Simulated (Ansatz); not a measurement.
Band structure of Sc (P6_3/mmc, 4 atoms in the cell).

```
Sc
1.0
    3.21901     0.00000     0.00000
   -1.60950     2.78774     0.00000
    0.00000     0.00000    10.35717
Sc
4
Direct
  0.00000   0.00000   0.00000
  0.00000   0.00000   0.50000
  0.33333   0.66667   0.25000
  0.66667   0.33333   0.75000
```

Level of theory: PBE, PAW files (plane waves; Ansatz, a quantum-chemistry and plane-wave program).

Settings: basis.ecutwfc = 420 eV; kpoints.mp_grid.grid = 8 8 3; hamiltonian.xc = pbe; hamiltonian.pseudopotentials = {kind: paw} (the program's default PAW files); scf.occupations.method = fermi_dirac; scf.occupations.width = 0.05 eV; kpoints.band_path.npoints = 8.

The starting cell was generated: these elements placed on a structure prototype, without a prior relaxation; it need not be a known phase or ordering of this composition. Its lattice was rescaled by a random factor within 2.5 % of one.

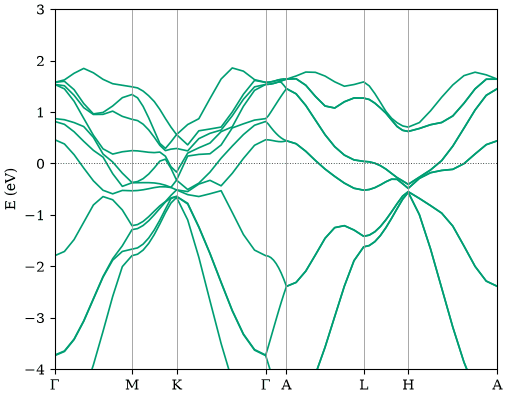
*Bands along the path, energies from the Fermi level.*

Levels in eV from the Fermi level, bands 19 to 26:
```tsv
point	19	20	21	22	23	24	25	26
Γ	-3.72	-1.79	0.46	0.82	0.87	1.54	1.54	1.58
M	-1.29	-1.21	-0.53	-0.38	-0.37	0.25	0.86	1.34
K	-0.64	-0.51	-0.51	-0.32	-0.32	-0.17	0.29	0.56
A	-2.39	-2.39	0.44	0.44	1.46	1.46	1.64	1.64
L	-1.42	-1.42	-0.52	-0.52	0.04	0.04	1.27	1.27
H	-0.55	-0.55	-0.48	-0.48	-0.41	-0.41	0.62	0.62
```

Bands cross the Fermi level along this path, so the cell is metallic at this level.

Keys are those of Ansatz 0.2.
